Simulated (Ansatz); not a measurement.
H3O2Sb (SMILES [OH][SbH][OH])

Input

```
crystal:
  periodic: [false, false, false]
  atoms:
    - {symbol: O, position_ang: [-1.453679, -0.246636, -0.450717]}
    - {symbol: Sb, position_ang: [0.427586, 0.236455, -0.727074]}
    - {symbol: O, position_ang: [1.070649, 0.007406, 1.112193]}
    - {symbol: H, position_ang: [-1.641840, -1.131565, -0.773143]}
    - {symbol: H, position_ang: [0.072903, 1.879162, -0.421177]}
    - {symbol: H, position_ang: [1.566582, -0.808821, 1.213620]}
basis:
  gaussian: {orbitals: def2-TZVPP}
hamiltonian: {xc: pbe0, dispersion: d4}
output: {orbitals: {seedname: orbitals}}
```

Run with:

```sh
ansatz run in.yaml --threads 2 --pin off --events-out ev --progress --plain --max-ram 4352MiB
```

Geometry: PBE0-D4/def2-TZVP; core potentials replace the inner electrons of Sb.

Level of theory: Ansatz 0.2.0, RKS PBE0-D4/def2-TZVPP.

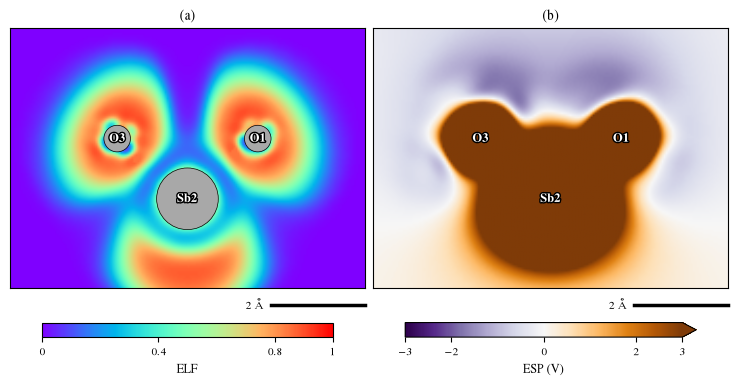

Figure 1. (a) electron localisation function; (b) electrostatic potential on the plane of atoms O1, Sb2 and O3. Grey discs cover the atomic cores in the ELF map.

Q: Interpret the plot.

A: Atoms in the plane: O and Sb.
Sb–O (1.96 Å): the ELF peaks at about 0.85 in the valence shell of O, 0.6 Å from its nucleus, and drops to about 0.15 between the two atoms.
The ELF also peaks beside Sb2, O1 and O3, away from the bonds: lone-pair regions.
Outside the dense part of the molecule the potential is most negative (−1.8 V) near O1 and O3.

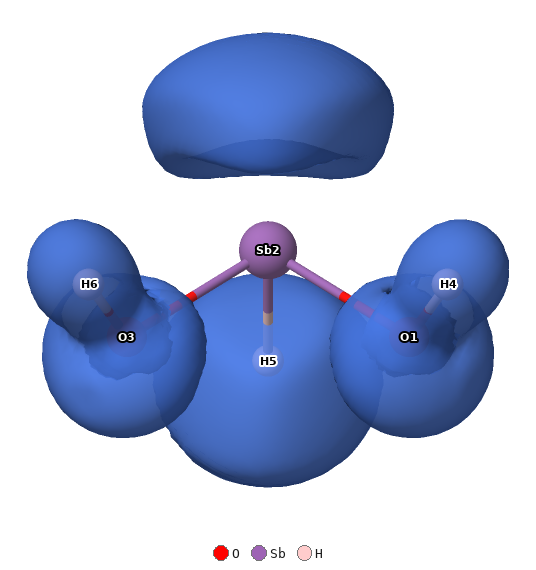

Figure 2. Isosurface of the ELF at 0.75 (blue), seen from one side. Core shells and regions of very low density are left out.

Q: Identify the bonds, lone pairs and shells in this picture.

A: The ELF exceeds this value in one region around a hydrogen nucleus, one lobe on Sb, pointing away from the bonds (lone pairs) and two joined regions spread over several atoms (H, O), in which their bonds and any lone pairs are merged. Along the contacts the grid gives the following. O–H (0.96 Å): the ELF climbs to about 1 towards the hydrogen, as it does in any bond to H (a covalent bond by its length).

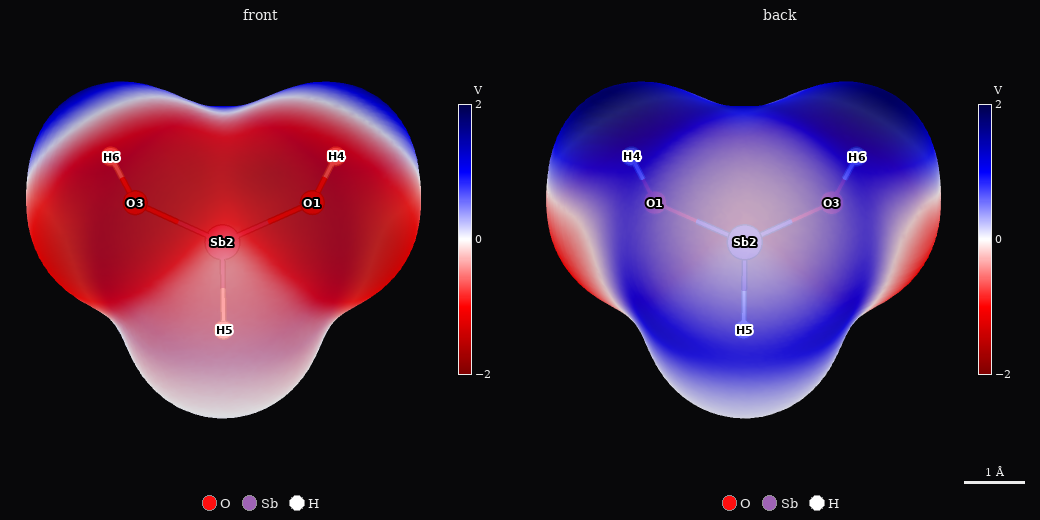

Figure 3. The electrostatic potential painted on the density surface at 0.001 e/bohr³, seen from the front and from behind; the colour scale runs from red (negative) to blue (positive).

Q: Which sites attract a positive test charge, and which a negative one?

A: A positive charge is drawn to the negative regions and a negative charge to the positive ones. The most negative region (about −1.5 V, or −35 kcal/mol for a unit charge) lies over O1 and O3, the most positive (about +1.9 V, or +44 kcal/mol for a unit charge) over H4 and H6.
